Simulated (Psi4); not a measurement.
# Si2H6 (disilane) at r2SCAN/6-311+G(d,p) (sweep point 7)

What is the vertical electron affinity of Si2H6 (disilane) at r2SCAN/6-311+G** (sweep point 7)? 

The results are computed with Psi4 1.11.

4 further runs of the same task are left out: 4 set aside as unsound or not needed.

**1. The molecule**

The species is Si2H6 (8 atoms), meant as a singlet with charge 0. As SMILES, `[SiH3][SiH3]`. The shape is that of a PBE0-D4/def2-TZVP optimisation.

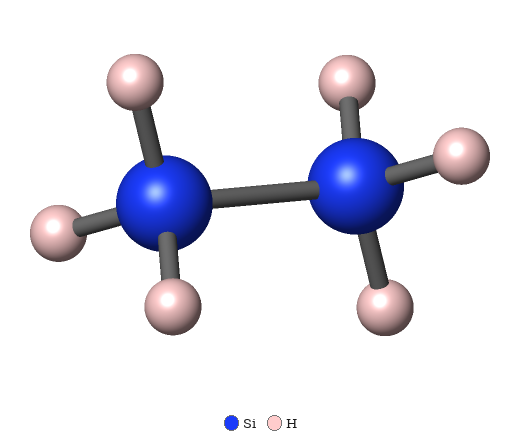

The structure, seen from a chosen angle (silicon blue, hydrogen pink).

**2. A single-point energy at r2SCAN/6-311+G(d,p) (sweep point 7)**

h6si2.dat

```
memory 1600 MB

molecule mol {
  Si    -0.64345175     0.92634375    -1.89898578
  Si     0.68691545    -0.95317786     1.87271859
  H      1.57584262     1.79183831    -3.39186942
  H     -2.10307620    -0.91443847    -3.44289203
  H     -2.28278916     3.14469324    -1.35663438
  H      2.15239806     0.88552566     3.41341230
  H      2.32077265    -3.17568475     1.33036719
  H     -1.53256789    -1.81262530     3.36862579
  units bohr
  symmetry c1
}

set puream true
set scf_type pk
set dft_radial_points 150
set dft_spherical_points 974

result, w = energy("r2scan/6-311+G**", return_wfn=True)
print_variables()
```

Run with:

```
$ psi4 -n 1 h6si2.dat h6si2.out
```

h6si2.out (excerpt; [...] marks lines left out):

```text
[...]
  Running in c1 symmetry.
[...]
  Nuclear repulsion =   90.773081169321117
[...]
  Multiplicity = 1
[...]
  Nalpha       = 17
  Nbeta        = 17
[...]
    Number of basis functions: 96
[...]
   @RKS iter   1:  -582.42801856649305   -3.87507e-01   5.22467e-03 ADIIS/DIIS
[...]
   @RKS iter   6:  -582.52503968976475   -1.52374e-07   7.55492e-07 DIIS
[...]
    Orbital Energies [Eh]
    ---------------------
    Doubly Occupied:
       1A    -65.809902     2A    -65.809899     3A     -5.198470
       4A     -5.198419     5A     -3.540289     6A     -3.539751
       7A     -3.539751     8A     -3.539697     9A     -3.539697
      10A     -3.539643    11A     -0.537816    12A     -0.475678
      13A     -0.340658    14A     -0.340652    15A     -0.316076
      16A     -0.316069    17A     -0.278403
[...]
  @RKS Final Energy:  -582.52503968976475
   => Energetics <=
    Nuclear Repulsion Energy =             90.7730811693211166
    One-Electron Energy =                -986.8257244489018376
    Two-Electron Energy =                 357.5121118322542770
    DFT Exchange-Correlation Energy =     -43.9845082424383378
    Empirical Dispersion Energy =           0.0000000000000000
    VV10 Nonlocal Energy =                  0.0000000000000000
    Total Energy =                       -582.5250396897647533
[...]
 Multipole Moments:
 ------------------------------------------------------------------------------------
     Multipole            Electronic (a.u.)      Nuclear  (a.u.)        Total (a.u.)
 ------------------------------------------------------------------------------------
 L = 1.  Multiply by 2.5417464519 to convert [e a0] to [Debye]
 Dipole X            :         -0.0001243            0.0000845           -0.0000398
 Dipole Y            :          0.0001275           -0.0000845            0.0000429
 Dipole Z            :          0.0001319           -0.0000845            0.0000473
 Magnitude           :                                                    0.0000753
[...]
```

Wall time 34 s (1 thread of Intel Xeon 6975P-C (Granite Rapids), shared host); peak memory 0.96 GiB.

**3. The doublet anion**

h6si2.dat, as its differences from that of step 2:

```diff
@@ -2,3 +2,4 @@
 
-molecule mol {
+molecule {
+  -1 2
   Si    -0.64345175     0.92634375    -1.89898578
@@ -11,3 +12,3 @@
   H     -1.53256789    -1.81262530     3.36862579
-  units bohr
+  units au
   symmetry c1
@@ -15,2 +16,4 @@
 
+set basis 6-311+G**
+set reference uks
 set puream true
@@ -19,4 +22,4 @@
 set dft_spherical_points 974
+set maxiter 100
 
-result, w = energy("r2scan/6-311+G**", return_wfn=True)
-print_variables()
+result = energy('r2scan')
```

Run with:

```
$ psi4 -n 1 h6si2.dat h6si2.out
```

h6si2.out (excerpt; [...] marks lines left out):

```text
[...]
  Running in c1 symmetry.
[...]
  Nuclear repulsion =   90.773081169321117
[...]
  Multiplicity = 2
[...]
  Nalpha       = 18
  Nbeta        = 17
[...]
    Number of basis functions: 96
[...]
   @UKS iter   1:  -582.24501658986264   -2.04505e-01   6.27287e-03 DIIS/ADIIS
[...]
   @UKS iter  10:  -582.49096767233664   -9.73682e-09   2.52695e-07 DIIS
[...]
   @S^2 Observed:                7.506596042E-01
[...]
    Orbital Energies [Eh]
    ---------------------
    Alpha Occupied:
       1A    -65.669995     2A    -65.669992     3A     -5.058978
       4A     -5.058927     5A     -3.400910     6A     -3.400315
       7A     -3.400315     8A     -3.400260     9A     -3.400260
      10A     -3.400258    11A     -0.403886    12A     -0.340699
      13A     -0.208117    14A     -0.208112    15A     -0.183057
      16A     -0.183051    17A     -0.142319    18A      0.078488
    Alpha Virtual:
      19A      0.097616    20A      0.123228    21A      0.123234
      22A      0.125042    23A      0.138538    24A      0.138541
      25A      0.145076    26A      0.145079    27A      0.162714
[...]
  @UKS Final Energy:  -582.49096767233664
   => Energetics <=
    Nuclear Repulsion Energy =             90.7730811693211166
    One-Electron Energy =                -991.4516008007703931
    Two-Electron Energy =                 362.2764409729403496
    DFT Exchange-Correlation Energy =     -44.0888890138276679
    Empirical Dispersion Energy =           0.0000000000000000
    VV10 Nonlocal Energy =                  0.0000000000000000
    Total Energy =                       -582.4909676723366374
[...]
 Multipole Moments:
 ------------------------------------------------------------------------------------
     Multipole            Electronic (a.u.)      Nuclear  (a.u.)        Total (a.u.)
 ------------------------------------------------------------------------------------
 L = 1.  Multiply by 2.5417464519 to convert [e a0] to [Debye]
 Dipole X            :         -0.0001126            0.0000845           -0.0000280
 Dipole Y            :          0.0000954           -0.0000845            0.0000109
 Dipole Z            :          0.0000937           -0.0000845            0.0000091
 Magnitude           :                                                    0.0000314
[...]
```

Wall time 74 s (1 thread of Intel Xeon 6975P-C (Granite Rapids), shared host); peak memory 0.96 GiB.

**4. Summary of results**

At r2SCAN/6-311+G** (sweep point 7):

```
                                         quantity          value
                      singlet Si2H6: total energy  -582.52504 Eh
                     singlet Si2H6: dipole moment         0.00 D
                       singlet Si2H6: HOMO energy       -7.58 eV
                       singlet Si2H6: LUMO energy       -0.10 eV
                     singlet Si2H6: HOMO–LUMO gap        7.48 eV
                      doublet anion: total energy  -582.49097 Eh
doublet anion: HOMO energy (highest over α and β)        2.14 eV
 doublet anion: LUMO energy (lowest over α and β)        2.66 eV
                              doublet anion: ⟨S²⟩          0.751
vertical electron affinity (to the doublet anion)      -0.927 eV
```

What this shows: The anion lies 0.93 eV (21.4 kcal/mol) above the neutral: the electron isn't bound at this level, and such a value depends on the basis. The HOMO (doublet anion) lies at positive energy, 2.14 eV, as semi-local functionals often give for anions; only total energies tell whether the electron is bound.
